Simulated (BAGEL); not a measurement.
**CF (SMILES [C]F): UHF/STO-3G (density fitting with cc-pvqz-jkfit)**

Aim: the vertical doublet–quartet gap of CF at UHF/STO-3G (density fitting with cc-pvqz-jkfit), from 2 runs. 

Program for the calculation: BAGEL 1.2.2.

1 further run of the same task is left out (set aside as unsound or not needed).

## Step 1: The molecule

CF: 2 atoms, total charge 0, spin state doublet. SMILES: `[C]F`. The shape is that of a PBE0-D4/def2-TZVP optimisation.

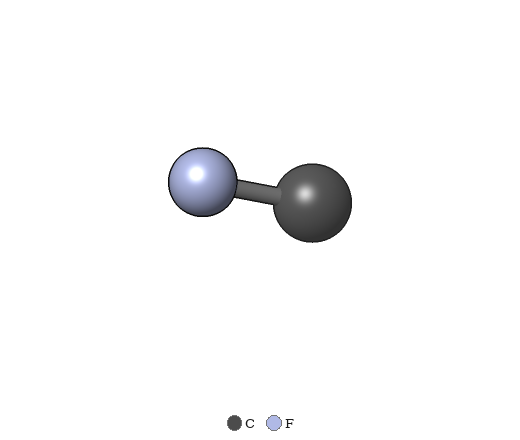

The structure, seen from a chosen angle (carbon dark grey, fluorine light blue).

## Step 2: The energy at UHF/STO-3G (density fitting with cc-pvqz-jkfit)

The input, hf.json:

```json
{ "bagel" : [

{
  "title" : "molecule",
  "basis" : "sto-3g",
  "df_basis" : "cc-pvqz-jkfit",
  "angstrom" : true,
  "geometry" : [
    { "atom" : "C", "xyz" : [       0.000000,       0.000000,       0.003080 ] },
    { "atom" : "F", "xyz" : [       0.000000,       0.000000,       1.271320 ] }
  ]
},

{ "title" : "uhf", "nopen" : 1 },

{ "title" : "print", "file" : "orbitals.molden", "orbitals" : true }

]}
```

Started as:

```
$ BAGEL_NUM_THREADS=1 BAGEL hf.json > hf.out
```

Log:

```text
* using 1 threads per process

  ===============================================================
  ===============================================================

  *** Geometry ***

  { "atom" : "C", "xyz" : [      0.000000,      0.000000,      0.005820 ] },
  { "atom" : "F", "xyz" : [      0.000000,      0.000000,      2.402447 ] },

  Number of auxiliary basis functions:      212

  Since a DF basis is specified, we compute 2- and 3-index integrals:
    o Being stored without compression. Storage requirement is 0.000 GB

  Number of basis functions:       10
  Number of electrons      :       15

    * METHOD: MOLECULE                             0.02

  *** Open-shell HF ***

  === Nuclear Repulsion ===
    22.5316733238

      * DIIS with orbital gradients will be used.

  === UHF iteration (sto-3g) ===
      0       -135.29386432          0.03399372           0.00
      1       -135.30258979          0.01136812           0.00
      2       -135.30374992          0.00433760           0.00
      3       -135.30395375          0.00161648           0.00
      4       -135.30404909          0.00024537           0.00
      5       -135.30405347          0.00005188           0.00
      6       -135.30405457          0.00001889           0.00
      7       -135.30405476          0.00000134           0.00
      8       -135.30405476          0.00000047           0.00
      9       -135.30405476          0.00000014           0.00
     10       -135.30405476          0.00000004           0.00
     11       -135.30405476          0.00000002           0.00
     12       -135.30405476          0.00000000           0.00
    * SCF iteration converged.

    * S^2 (UHF) is 0.7533

    * Permanent dipole moment:
           (   -0.000000,    -0.000000,    -0.279752) a.u.

    * METHOD: UHF                                  0.05

    * METHOD: PRINT                                0.00

  ===============================================================
```

Run time: 0.2 s. Hardware: 1 thread of Arm Neoverse V1, shared host.

## Step 3: The quartet at the same level

The input, input.json:

```json
{ "bagel": [

{
  "title": "molecule",
  "basis": "sto-3g",
  "df_basis": "cc-pvqz-jkfit",
  "angstrom": true,
  "geometry": [
    { "atom": "C", "xyz": [       0.000000,       0.000000,       0.003080 ] },
    { "atom": "F", "xyz": [       0.000000,       0.000000,       1.271320 ] }
  ]
},

{
  "title": "uhf",
  "nopen": 3
},

{
  "title": "print",
  "file": "orbitals.molden",
  "orbitals": true
}

]}
```

Started as:

```
$ BAGEL_NUM_THREADS=1 BAGEL input.json > input.out
```

Log:

```text
* using 1 threads per process

  ===============================================================
  ===============================================================

  *** Geometry ***

  { "atom" : "C", "xyz" : [      0.000000,      0.000000,      0.005820 ] },
  { "atom" : "F", "xyz" : [      0.000000,      0.000000,      2.402447 ] },

  Number of auxiliary basis functions:      212

  Since a DF basis is specified, we compute 2- and 3-index integrals:
    o Being stored without compression. Storage requirement is 0.000 GB

  Number of basis functions:       10
  Number of electrons      :       15

    * METHOD: MOLECULE                             0.02

  *** Open-shell HF ***

  === Nuclear Repulsion ===
    22.5316733238

      * DIIS with orbital gradients will be used.

  === UHF iteration (sto-3g) ===
      0       -135.19378697          0.04014265           0.00
      1       -135.21744073          0.01884899           0.00
      2       -135.22348639          0.00956282           0.00
      3       -135.22644486          0.00173723           0.00
      4       -135.22679576          0.00045454           0.00
      5       -135.22686560          0.00015235           0.00
      6       -135.22687317          0.00001412           0.00
      7       -135.22687317          0.00000403           0.00
      8       -135.22687317          0.00000163           0.00
      9       -135.22687317          0.00000034           0.00
     10       -135.22687317          0.00000004           0.00
     11       -135.22687317          0.00000000           0.00
    * SCF iteration converged.

    * S^2 (UHF) is 3.7515

    * Permanent dipole moment:
           (   -0.000000,     0.000000,     0.344405) a.u.

    * METHOD: UHF                                  0.04

    * METHOD: PRINT                                0.00

  ===============================================================
```

Run time: 0.2 s. Hardware: 1 thread of Arm Neoverse V1, shared host.

## Step 4: What came out

Level: UHF/STO-3G (density fitting with cc-pvqz-jkfit).

```
                                        quantity          value
                           doublet: total energy  -135.30405 Eh
                          doublet: dipole moment         0.71 D
                                   doublet: ⟨S²⟩          0.753
                           quartet: total energy  -135.22687 Eh
                          quartet: dipole moment         0.88 D
                                   quartet: ⟨S²⟩          3.752
vertical energy of the quartet above the doublet       2.100 eV
```

**Reading.** At this shape the quartet lies 2.10 eV (203 kJ/mol) above the doublet. In a minimal basis such a difference can be off by several eV, whatever the method.
